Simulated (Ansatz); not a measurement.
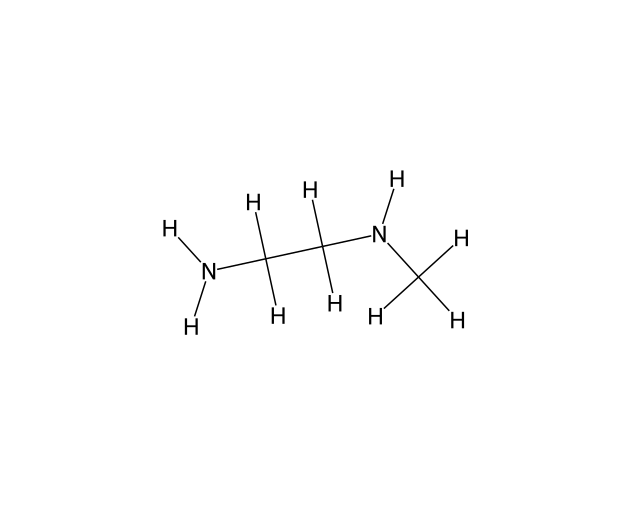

2D structure.

Write the SMILES.

CNCCN

What is the molecular formula?

C3H10N2.

An optimisation with PBE0-D4/def2-TZVP gave a structure of which point group?

C1. Other conformers may differ.

The parts below concern this one geometry. Atoms keep their numbers from picture to picture. Computed geometry: PBE0-D4/def2-TZVP optimisation. No frequency run is at hand to confirm it as a minimum.

### Geometry

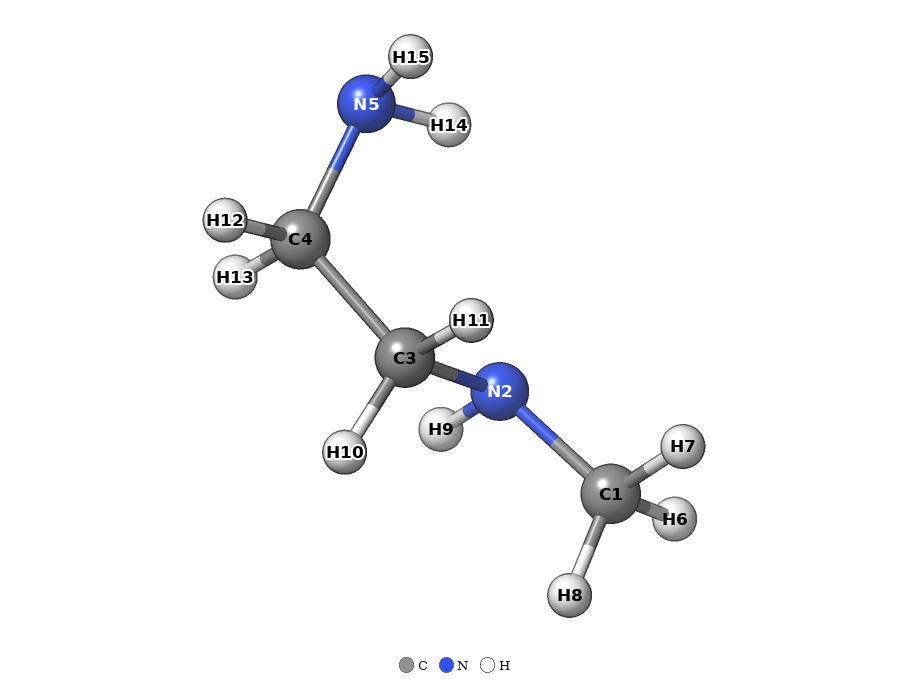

The atoms are numbered. No frequency run is at hand to confirm it as a minimum.

How are the neighbours of atom 3 arranged?

C3 has 4 neighbours (N2 at 1.45, C4 at 1.52, H10 at 1.11, H11 at 1.10 Å); the arrangement is tetrahedral.

How are the neighbours of atom 2 arranged?

N2 has 3 neighbours (C1 at 1.45, C3 at 1.45, H9 at 1.01 Å); the arrangement is trigonal pyramidal.

Describe the coordination of atom 5.

N5 has 3 neighbours (C4 at 1.45, H14 at 1.01, H15 at 1.01 Å); the arrangement is trigonal pyramidal.

Describe the coordination of atom 4.

C4 has 4 neighbours (C3 at 1.52, N5 at 1.45, H12 at 1.09, H13 at 1.10 Å); the arrangement is tetrahedral.

What is the dihedral angle C1–N2–C3–C4?

175° in size, that is anti.

### Charges

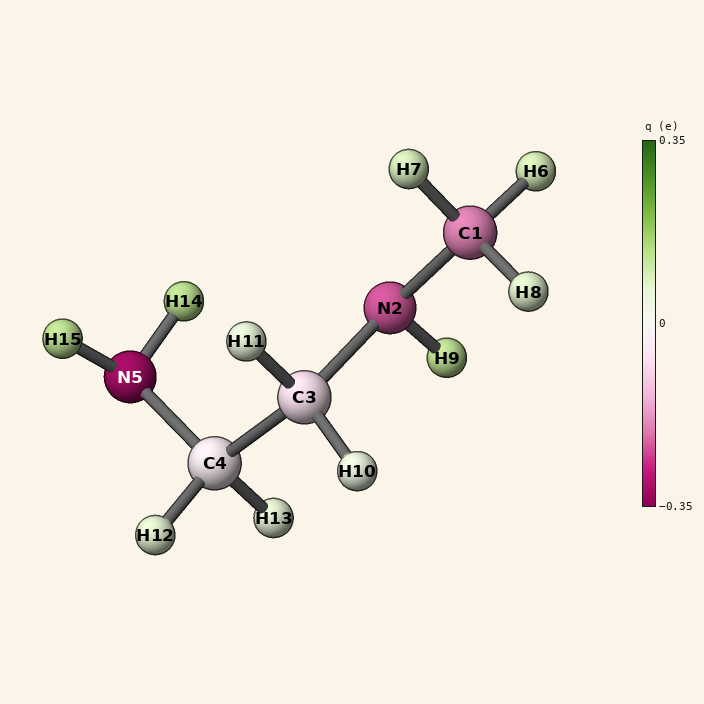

Atoms are coloured by their Mulliken charges. No frequency run is at hand to confirm it as a minimum. Method: RKS PBE-D4/def2-TZVPP (Ansatz 0.2.0).

List the Mulliken charges.

```tsv
atom	value (e)
C1	−0.19
N2	−0.23
C3	−0.06
C4	−0.03
N5	−0.32
H6	0.09
H7	0.09
H8	0.07
H9	0.12
H10	0.04
H11	0.05
H12	0.06
H13	0.06
H14	0.13
H15	0.12
```

### Levels of theory compared

No frequency run is at hand to confirm it as a minimum. Program: Ansatz 0.2.0.

Compare HOMO energy (eV), HOMO–LUMO gap (eV) at these levels: B3LYP-D4/def2-TZVPP; PBE-D4/def2-TZVPP; PBE0-D4/def2-TZVPP; r2SCAN-D4/def2-TZVPP; ωB97M-V/def2-TZVPP; ωB97X-V/def2-TZVPP.

```json
{"level": "B3LYP-D4/def2-TZVPP", "HOMO energy (eV)": "−6.34", "HOMO–LUMO gap (eV)": "7.09"}
{"level": "PBE-D4/def2-TZVPP", "HOMO energy (eV)": "−5.13", "HOMO–LUMO gap (eV)": "5.40"}
{"level": "PBE0-D4/def2-TZVPP", "HOMO energy (eV)": "−6.54", "HOMO–LUMO gap (eV)": "7.64"}
{"level": "r2SCAN-D4/def2-TZVPP", "HOMO energy (eV)": "−5.39", "HOMO–LUMO gap (eV)": "6.40"}
{"level": "ωB97M-V/def2-TZVPP", "HOMO energy (eV)": "−8.93", "HOMO–LUMO gap (eV)": "11.45"}
{"level": "ωB97X-V/def2-TZVPP", "HOMO energy (eV)": "−9.01", "HOMO–LUMO gap (eV)": "11.96"}
```

### Dipole moment

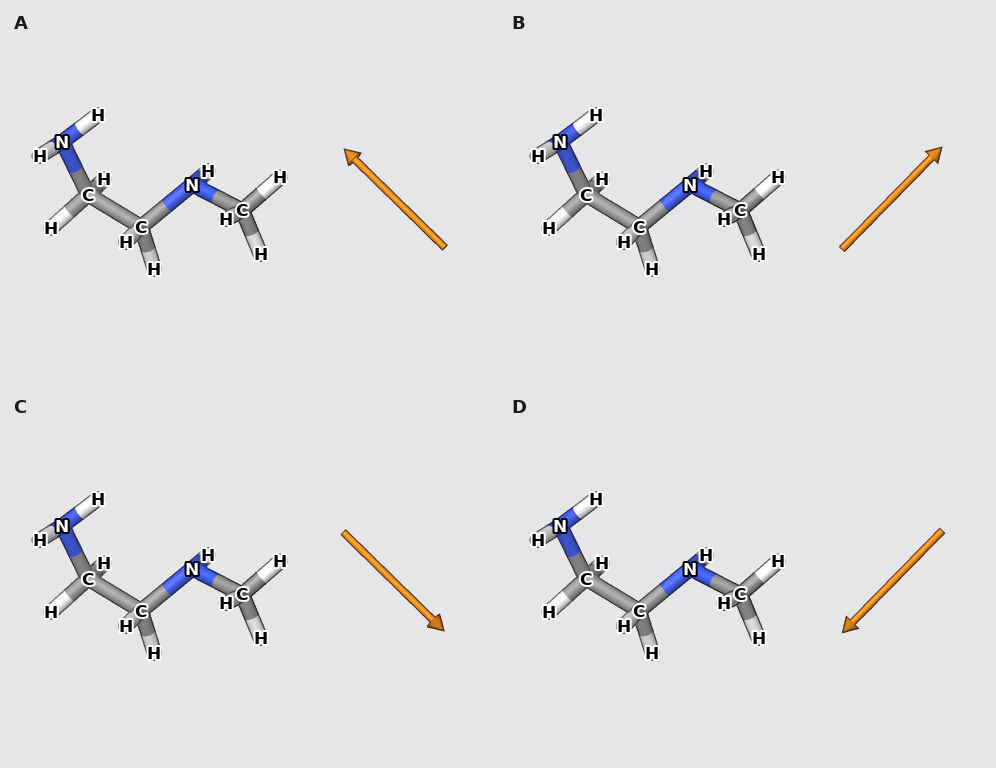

The same molecule four times, each with an arrow. No frequency run is at hand to confirm it as a minimum. Properties computed with RKS B3LYP-D4/def2-TZVPP (Ansatz 0.2.0).

Which arrow points along the dipole moment, from the negative to the positive end?

C. The dipole moment is 1.84 D.

Mulliken values depend strongly on the basis set and can even reverse the polarity of a bond.
